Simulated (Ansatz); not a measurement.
# CH5BClNO: inversion of the pyramid at N1, part 1 of 2

Wanted: the energy profile along the inversion of the pyramid at N1, from relaxed end points and a band of images. SMILES of the start: NCB(O)Cl.

All numbers below are computed with Ansatz 0.2.0 (RKS BHLYP/def2-SVP).

### 1 The system as given

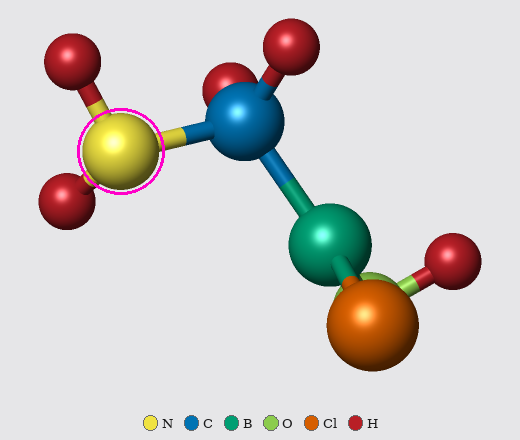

Start, viewed from a free direction; nitrogen yellow, carbon blue, boron teal, oxygen green, chlorine orange, hydrogen red. Ringed: N1.

Coordinates:

```xyz
10

N     0.1372    1.1711    1.0329
C    -0.5662    0.1920    0.2076
B     0.4459   -0.4326   -0.8332
O     0.8607   -1.8503   -0.7732
Cl    1.2968    0.6285   -2.0988
H     0.7320    0.7557    1.6940
H    -0.6229    1.6836    1.6011
H    -0.9389   -0.5885    0.8530
H    -1.3899    0.6689   -0.3273
H     0.1285   -2.2796   -1.3532
```

### 2 Relaxing end A

File input.yaml:

```yaml
crystal:
  periodic: [false, false, false]
  atoms:
    - { symbol: "N", position_ang: [0.1372, 1.1711, 1.0329] }
    - { symbol: C, position_ang: [-0.5662, 0.192, 0.2076] }
    - { symbol: B, position_ang: [0.4459, -0.4326, -0.8332] }
    - { symbol: O, position_ang: [0.8607, -1.8503, -0.7732] }
    - { symbol: Cl, position_ang: [1.2968, 0.6285, -2.0988] }
    - { symbol: H, position_ang: [0.732, 0.7557, 1.694] }
    - { symbol: H, position_ang: [-0.6229, 1.6836, 1.6011] }
    - { symbol: H, position_ang: [-0.9389, -0.5885, 0.853] }
    - { symbol: H, position_ang: [-1.3899, 0.6689, -0.3273] }
    - { symbol: H, position_ang: [0.1285, -2.2796, -1.3532] }
basis:
  gaussian: { orbitals: def2-SVP }
hamiltonian:
  xc: { name: BHLYP }
relax:
  f_tol: 0.015
  max_steps: 40
```

The run is started by

```sh
ansatz run input.yaml --threads 2 --pin off --max-ram 3072MiB --backend cpu --events-out ev --progress --plain --runs-dir out
```

Log, cut to the lines that bear on the results:

```text
Warning: RAYON_NUM_THREADS=2 ignored (pool sized by the plan → 2); use --threads N
[...]
Functional definition: BHLYP
[...]
1082 factors; integrals over basis functions are off by at most 2.4e-4 eV
[...]
mean field -17844.95783265 eV, -655.7901046029 hartree, gradient 4.2e-5 eV, S^2 0.000000; 0 other end points of the search recorded, 0 dependent functions left out
[...]
reference -17844.95799406 eV, -655.7901105347 hartree; 24, 24 occupied and 75, 75 virtual orbitals, 1082 factors
relax step   1: F+E_penalty+E_count = -17844.95783265 eV  Δ(F+E_penalty+E_count) = +0.000e0 eV  max|allowed force component| = 3.472e0 eV/Å  Δτ_max = 0.0000 Å  (27 SCF iters, accepted)
[...]
relax step   4: F+E_penalty+E_count = -17845.68354793 eV  Δ(F+E_penalty+E_count) = -7.867e-2 eV  max|allowed force component| = 5.142e-1 eV/Å  Δτ_max = 0.0615 Å  (32 SCF iters, accepted)
[...]
relax step   7: F+E_penalty+E_count = -17846.15418070 eV  Δ(F+E_penalty+E_count) = -1.077e-1 eV  max|allowed force component| = 5.592e-1 eV/Å  Δτ_max = 0.2000 Å  (29 SCF iters, accepted)
[...]
relax step  10: F+E_penalty+E_count = -17846.20822650 eV  Δ(F+E_penalty+E_count) = -3.613e-3 eV  max|allowed force component| = 3.648e-1 eV/Å  Δτ_max = 0.1456 Å  (30 SCF iters, accepted)
[...]
relax step  13: F+E_penalty+E_count = -17846.24338749 eV  Δ(F+E_penalty+E_count) = -1.740e-2 eV  max|allowed force component| = 1.848e-1 eV/Å  Δτ_max = 0.1994 Å  (29 SCF iters, accepted)
[...]
relax step  14: F+E_penalty+E_count = -17846.24443380 eV  Δ(F+E_penalty+E_count) = -1.046e-3 eV  max|allowed force component| = 1.711e-1 eV/Å  Δτ_max = 0.0091 Å  (24 SCF iters, accepted)
[...]
1083 factors; integrals over basis functions are off by at most 5.8e-4 eV
```

### 3 The output, continued: end point A relaxed

The log, continued, cut to the lines that bear on the results:

```text
mean field -17846.25417360 eV, -655.8377442542 hartree, gradient 1.9e-5 eV, S^2 0.000000; 0 other end points of the search recorded, 0 dependent functions left out
[...]
reference -17846.25432763 eV, -655.8377499147 hartree; 24, 24 occupied and 75, 75 virtual orbitals, 1083 factors
relax step  15: F+E_penalty+E_count = -17846.25417360 eV  Δ(F+E_penalty+E_count) = -9.740e-3 eV  max|allowed force component| = 3.315e-1 eV/Å  Δτ_max = 0.1967 Å  (29 SCF iters, accepted)
[...]
relax step  17: F+E_penalty+E_count = -17846.26084564 eV  Δ(F+E_penalty+E_count) = -3.003e-3 eV  max|allowed force component| = 7.629e-1 eV/Å  Δτ_max = 0.2000 Å  (29 SCF iters, accepted)
[...]
relax step  19: F+E_penalty+E_count = -17846.26581584 eV  Δ(F+E_penalty+E_count) = +7.830e-5 eV  max|allowed force component| = 3.099e-1 eV/Å  Δτ_max = 0.0940 Å  (30 SCF iters, rejected (line search))
[...]
Atom 0 at    -0.298512     1.365409     0.704381 Å, force     0.006794     0.004053     0.003709 eV/Å
Atom 1 at    -0.383766    -0.045744     0.399637 Å, force     0.003097     0.000816     0.006197 eV/Å
Atom 2 at     0.572784    -0.506131    -0.764151 Å, force     0.008753    -0.000345    -0.001169 eV/Å
Atom 3 at     0.280225    -1.478303    -1.634150 Å, force    -0.008429    -0.000639     0.000681 eV/Å
Atom 4 at     2.186318     0.215390    -0.908774 Å, force    -0.001697     0.000282    -0.000439 eV/Å
Atom 5 at     0.664835     1.650036     0.809928 Å, force    -0.008965    -0.003759    -0.000078 eV/Å
Atom 6 at    -0.776204     1.590027     1.564430 Å, force     0.001822    -0.001142    -0.004110 eV/Å
Atom 7 at    -0.142863    -0.714970     1.250798 Å, force     0.000746     0.002050     0.000481 eV/Å
Atom 8 at    -1.416937    -0.296849     0.124316 Å, force    -0.006856    -0.000170    -0.002085 eV/Å
Atom 9 at    -0.602679    -1.830064    -1.543516 Å, force     0.004734    -0.001147    -0.003186 eV/Å
Dipole moment:    -0.445166    -0.266476     0.365199 e Å
```

Wall time 29 s (2 threads of AMD EPYC 9R45 (Zen 5), shared host); peak memory 0.23 GiB.

Step by step:

| step | energy from step 1 (eV) | largest force component (eV/Å) |
| --- | --- | --- |
| 1 | 0.0000 | 3.4723 |
| 2 | -0.5554 | 1.7274 |
| 3 | -0.6470 | 1.2597 |
| 4 | -0.7257 | 0.5142 |
| 5 | -0.8726 | 0.6197 |
| 6 | -1.0886 | 0.8117 |
| 7 | -1.1963 | 0.5592 |
| 8 | -1.2084 | 0.5434 |
| 9 | -1.2468 | 0.2455 |
| 10 | -1.2504 | 0.3648 |
| 11 | -1.2554 | 0.3487 |
| 12 | -1.2682 | 0.2175 |
| 13 | -1.2856 | 0.1848 |
| 14 | -1.2866 | 0.1711 |
| 15 | -1.2963 | 0.3315 |
| 16 | -1.3000 | 0.4345 |
| 17 | -1.3030 | 0.7629 |
| 18 | -1.3081 | 0.1373 |
| 19x | -1.3080 | 0.3099 |
| 20 | -1.3107 | 0.0429 |
| 21 | -1.3116 | 0.1192 |
| 22 | -1.3117 | 0.0913 |
| 23 | -1.3120 | 0.0731 |
| 24 | -1.3122 | 0.0210 |
| 25 | -1.3123 | 0.0090 |

Step 1 is the start. 1 step was tried and not accepted (marked x).

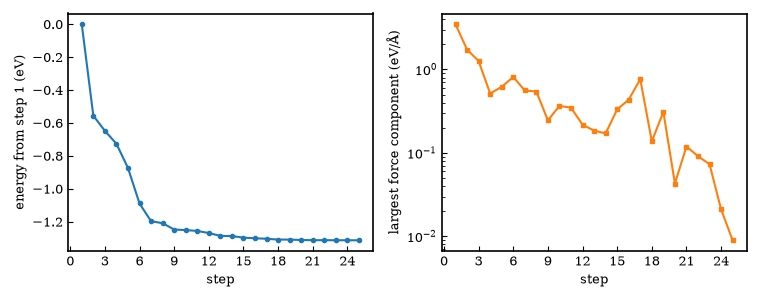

Energy and largest force along the relaxation.

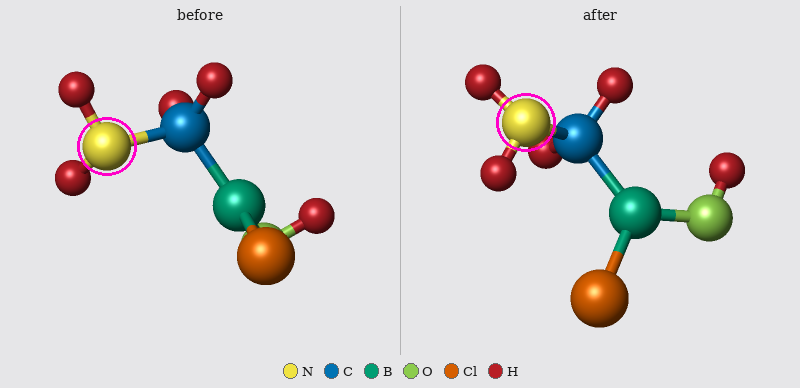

The structure before (left) and after (right), drawn at the same scale.

After: Bond lengths: N1–C2 1.446 Å, C2–B3 1.575 Å, B3–O4 1.337 Å, B3–Cl5 1.773 Å, N1–H6 1.010 Å, N1–H7 1.009 Å, C2–H8 1.109 Å, C2–H9 1.098 Å, O4–H10 0.955 Å. Angles: N1–C2–B3 113.9°, N1–C2–H8 114.5°, N1–C2–H9 109.4°, B3–C2–H8 105.0°, B3–C2–H9 108.6°, H8–C2–H9 105.0°, C2–N1–H6 110.7°, C2–N1–H7 111.6°, H6–N1–H7 107.4°, C2–B3–O4 124.1°, C2–B3–Cl5 119.6°, O4–B3–Cl5 116.2°, B3–O4–H10 114.1°.

### 4 End point B

The second end starts from a geometry with the move made by hand.

input.yaml, as its differences from that of step 2:

```diff
@@ -8,4 +8,4 @@
     - { symbol: Cl, position_ang: [1.2968, 0.6285, -2.0988] }
-    - { symbol: H, position_ang: [0.732, 0.7557, 1.694] }
-    - { symbol: H, position_ang: [-0.6229, 1.6836, 1.6011] }
+    - { symbol: H, position_ang: [1.10835, 1.02961, 1.04828] }
+    - { symbol: H, position_ang: [-0.01398, 2.12677, 0.55636] }
     - { symbol: H, position_ang: [-0.9389, -0.5885, 0.853] }
```

The run is started by

```sh
ansatz run input.yaml --threads 2 --pin off --max-ram 3072MiB --backend cpu --events-out ev --progress --plain --runs-dir out
```

Log, cut to the lines that bear on the results:

```text
Warning: RAYON_NUM_THREADS=2 ignored (pool sized by the plan → 2); use --threads N
[...]
[... 1 set-up line as earlier in the session ...]
[...]
1083 factors; integrals over basis functions are off by at most 4.0e-4 eV
[...]
mean field -17844.97328884 eV, -655.7906726074 hartree, gradient 1.8e-5 eV, S^2 0.000000; 0 other end points of the search recorded, 0 dependent functions left out
[...]
reference -17844.97344716 eV, -655.7906784258 hartree; 24, 24 occupied and 75, 75 virtual orbitals, 1083 factors
relax step   1: F+E_penalty+E_count = -17844.97328884 eV  Δ(F+E_penalty+E_count) = +0.000e0 eV  max|allowed force component| = 3.338e0 eV/Å  Δτ_max = 0.0000 Å  (29 SCF iters, accepted)
[...]
relax step   4: F+E_penalty+E_count = -17845.90971961 eV  Δ(F+E_penalty+E_count) = -1.503e-1 eV  max|allowed force component| = 2.154e0 eV/Å  Δτ_max = 0.1959 Å  (30 SCF iters, accepted)
[...]
relax step   7: F+E_penalty+E_count = -17846.22182817 eV  Δ(F+E_penalty+E_count) = +2.862e-3 eV  max|allowed force component| = 4.627e-1 eV/Å  Δτ_max = 0.0721 Å  (32 SCF iters, rejected (line search))
[...]
relax step  10: F+E_penalty+E_count = -17846.24195925 eV  Δ(F+E_penalty+E_count) = -3.499e-3 eV  max|allowed force component| = 2.021e-1 eV/Å  Δτ_max = 0.1049 Å  (32 SCF iters, accepted)
[...]
relax step  12: F+E_penalty+E_count = -17846.24586430 eV  Δ(F+E_penalty+E_count) = -1.854e-3 eV  max|allowed force component| = 2.262e-1 eV/Å  Δτ_max = 0.1259 Å  (31 SCF iters, accepted)
[...]
relax step  13: F+E_penalty+E_count = -17846.24803141 eV  Δ(F+E_penalty+E_count) = -2.167e-3 eV  max|allowed force component| = 1.422e-1 eV/Å  Δτ_max = 0.0126 Å  (33 SCF iters, accepted)
[...]
1083 factors; integrals over basis functions are off by at most 4.7e-4 eV
```

### 5 More of the same log: end point B relaxed

The log, continued, cut to the lines that bear on the results:

```text
mean field -17846.25016718 eV, -655.8375970212 hartree, gradient 1.3e-5 eV, S^2 0.000000; 0 other end points of the search recorded, 0 dependent functions left out
[...]
reference -17846.25032135 eV, -655.8376026866 hartree; 24, 24 occupied and 75, 75 virtual orbitals, 1083 factors
relax step  14: F+E_penalty+E_count = -17846.25016718 eV  Δ(F+E_penalty+E_count) = -2.136e-3 eV  max|allowed force component| = 5.497e-2 eV/Å  Δτ_max = 0.0486 Å  (32 SCF iters, accepted)
[...]
relax step  20: F+E_penalty+E_count = -17846.25157416 eV  Δ(F+E_penalty+E_count) = +5.582e-4 eV  max|allowed force component| = 8.043e-2 eV/Å  Δτ_max = 0.0179 Å  (32 SCF iters, rejected (line search))
[...]
relax step  21: F+E_penalty+E_count = -17846.25218408 eV  Δ(F+E_penalty+E_count) = -5.172e-5 eV  max|allowed force component| = 2.731e-3 eV/Å  Δτ_max = 0.0049 Å  (24 SCF iters, accepted)
[...]
Atom 0 at    -0.071403     1.364068     0.874971 Å, force     0.000314     0.000795     0.000105 eV/Å
Atom 1 at    -0.349524     0.078891     0.259766 Å, force     0.001179    -0.002387    -0.002027 eV/Å
Atom 2 at     0.553753    -0.435654    -0.930219 Å, force    -0.002307     0.001054     0.002731 eV/Å
Atom 3 at     0.366697    -1.618281    -1.529581 Å, force     0.000944     0.000157    -0.001327 eV/Å
Atom 4 at     1.887883     0.552450    -1.547695 Å, force     0.001290     0.000442    -0.000069 eV/Å
Atom 5 at     0.872581     1.377873     1.235700 Å, force     0.000341     0.000414    -0.000108 eV/Å
Atom 6 at    -0.099595     2.094638     0.177191 Å, force    -0.000249     0.000532    -0.000156 eV/Å
Atom 7 at    -0.341219    -0.695939     1.041006 Å, force    -0.000176     0.000042     0.000241 eV/Å
Atom 8 at    -1.391508     0.075111    -0.094350 Å, force    -0.000194    -0.000264     0.000365 eV/Å
Atom 9 at    -0.359194    -2.127278    -1.174350 Å, force    -0.001142    -0.000786     0.000245 eV/Å
Dipole moment:    -0.278572    -0.266426     0.094252 e Å
```

Wall time 24 s (2 threads of AMD EPYC 9R45 (Zen 5), shared host); peak memory 0.23 GiB.

Relaxation path:

```
step  energy from step 1 (eV)  largest force component (eV/Å)
   1                   0.0000                          3.3381
   2                  -0.5657                          2.0125
   3                  -0.7862                          0.8392
   4                  -0.9364                          2.1543
   5                  -1.2001                          0.4737
   6                  -1.2514                          0.2816
  7x                  -1.2485                          0.4627
   8                  -1.2633                          0.1161
   9                  -1.2652                          0.0890
  10                  -1.2687                          0.2021
  11                  -1.2707                          0.2095
  12                  -1.2726                          0.2262
  13                  -1.2747                          0.1422
  14                  -1.2769                          0.0550
  15                  -1.2775                          0.0624
  16                  -1.2782                          0.0654
  17                  -1.2785                          0.0447
  18                  -1.2787                          0.0381
  19                  -1.2788                          0.0187
 20x                  -1.2783                          0.0804
  21                  -1.2789                          0.0027
```

Step 1 is the start. 2 steps were tried and not accepted (marked x).

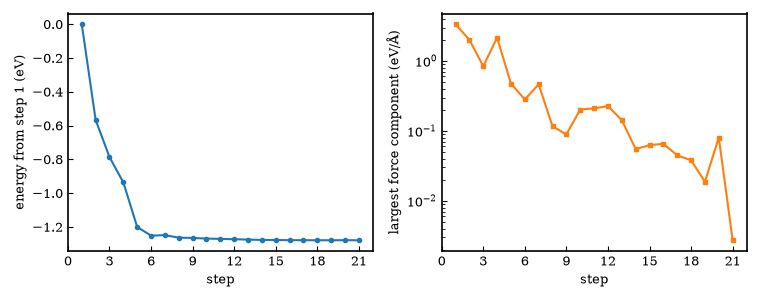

How energy and force went from step to step.

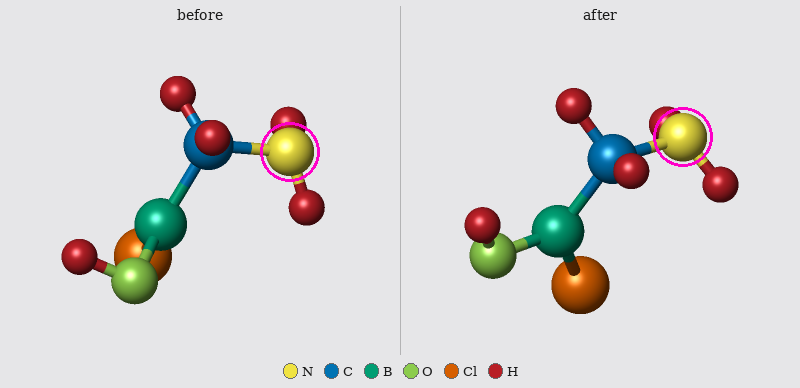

The structure before (left) and after (right), drawn at the same scale.

After: Bond lengths: N1–C2 1.452 Å, C2–B3 1.580 Å, B3–O4 1.339 Å, B3–Cl5 1.771 Å, N1–H6 1.011 Å, N1–H7 1.011 Å, C2–H8 1.100 Å, C2–H9 1.101 Å, O4–H10 0.955 Å. Angles: N1–C2–B3 119.9°, N1–C2–H8 108.7°, N1–C2–H9 108.7°, B3–C2–H8 107.5°, B3–C2–H9 107.3°, H8–C2–H9 103.5°, C2–N1–H6 110.0°, C2–N1–H7 110.0°, H6–N1–H7 105.2°, C2–B3–O4 123.0°, C2–B3–Cl5 120.8°, O4–B3–Cl5 116.2°, B3–O4–H10 114.2°.

### 6 Nudged elastic band

crystal.atoms is end A as relaxed above, and neb.final_atoms is end B, turned to lie on A. With 5 inner images the band has 7 in all.

File input.yaml:

```yaml
crystal:
  periodic: [false, false, false]
  atoms:
    - { symbol: "N", position_ang: [-0.298512, 1.365409, 0.704381] }
    - { symbol: C, position_ang: [-0.383766, -0.045744, 0.399637] }
    - { symbol: B, position_ang: [0.572784, -0.506131, -0.764151] }
    - { symbol: O, position_ang: [0.280225, -1.478303, -1.63415] }
    - { symbol: Cl, position_ang: [2.186318, 0.21539, -0.908774] }
    - { symbol: H, position_ang: [0.664835, 1.650036, 0.809928] }
    - { symbol: H, position_ang: [-0.776204, 1.590027, 1.56443] }
    - { symbol: H, position_ang: [-0.142863, -0.71497, 1.250798] }
    - { symbol: H, position_ang: [-1.416937, -0.296849, 0.124316] }
    - { symbol: H, position_ang: [-0.602679, -1.830064, -1.543516] }
basis:
  gaussian: { orbitals: def2-SVP }
hamiltonian:
  xc: { name: BHLYP }
neb:
  order_check: false
  images: 5
  f_tol: 0.05
  max_iterations: 60
  initial_path: idpp
  final_atoms:
    - { symbol: "N", position_ang: [-0.24592448, 1.15509363, 1.18090763] }
    - { symbol: C, position_ang: [-0.45564283, -0.06143022, 0.41697285] }
    - { symbol: B, position_ang: [0.49052163, -0.39718834, -0.80317857] }
    - { symbol: O, position_ang: [0.36691823, -1.50991174, -1.53761728] }
    - { symbol: Cl, position_ang: [1.79003287, 0.7107668, -1.27353473] }
    - { symbol: H, position_ang: [0.68999087, 1.1671693, 1.56214039] }
    - { symbol: H, position_ang: [-0.29428755, 1.95918685, 0.57056399] }
    - { symbol: H, position_ang: [-0.42664733, -0.91988358, 1.10471083] }
    - { symbol: H, position_ang: [-1.49000883, -0.06845263, 0.04123258] }
    - { symbol: H, position_ang: [-0.34175158, -2.08654907, -1.25929869] }
```

The run is started by

```sh
ansatz run input.yaml --threads 2 --pin off --max-ram 3072MiB --backend cpu --events-out ev --progress --plain --runs-dir out
```

Log, cut to the lines that bear on the results:

```text
Warning: RAYON_NUM_THREADS=2 ignored (pool sized by the plan → 2); use --threads N
[...]
[... 1 set-up line as earlier in the session ...]
[...]
1079 factors; integrals over basis functions are off by at most 4.2e-4 eV
[...]
mean field -17846.27009091 eV, -655.8383292045 hartree, gradient 4.0e-5 eV, S^2 0.000000; 0 other end points of the search recorded, 0 dependent functions left out
[...]
reference -17846.27024440 eV, -655.8383348453 hartree; 24, 24 occupied and 75, 75 virtual orbitals, 1079 factors
1079 factors; integrals over basis functions are off by at most 1.0e-3 eV
[...]
mean field -17846.25218462 eV, -655.8376711606 hartree, gradient 3.1e-5 eV, S^2 0.000000; 0 other end points of the search recorded, 0 dependent functions left out
[...]
reference -17846.25233957 eV, -655.8376768549 hartree; 24, 24 occupied and 75, 75 virtual orbitals, 1079 factors
[...]
Atom 0 at    -0.070556     1.137801     1.080397 Å, force     0.000271     0.000136    -0.000099 eV/Å
Atom 1 at    -0.407694    -0.045955     0.375646 Å, force    -0.000540     0.000599     0.000035 eV/Å
Atom 2 at     0.512483    -0.402838    -0.850165 Å, force     0.000484     0.000727    -0.000298 eV/Å
Atom 3 at     0.314938    -1.492718    -1.602538 Å, force    -0.000472    -0.000274    -0.000245 eV/Å
Atom 4 at     1.878268     0.626524    -1.314645 Å, force     0.000038    -0.000120     0.000225 eV/Å
Atom 5 at     0.706503     1.695840     0.792066 Å, force     0.000350    -0.000384     0.000462 eV/Å
Atom 6 at    -0.597418     1.435407     1.874790 Å, force    -0.000807     0.000448    -0.000762 eV/Å
Atom 7 at    -0.391150    -0.949946     1.015725 Å, force     0.000624    -0.000757     0.000037 eV/Å
Atom 8 at    -1.435391    -0.026319    -0.038075 Å, force     0.000189    -0.000253     0.000716 eV/Å
Atom 9 at    -0.426783    -2.028994    -1.330303 Å, force    -0.000137    -0.000123    -0.000071 eV/Å
Dipole moment:    -0.457895    -0.208584     0.276651 e Å
this run last wrote the band of iteration 23 to <dir>
```

Wall time 1.8 min (2 threads of AMD EPYC 9R45 (Zen 5), shared host); peak memory 0.22 GiB.

(Continued in part 2 of 2.)
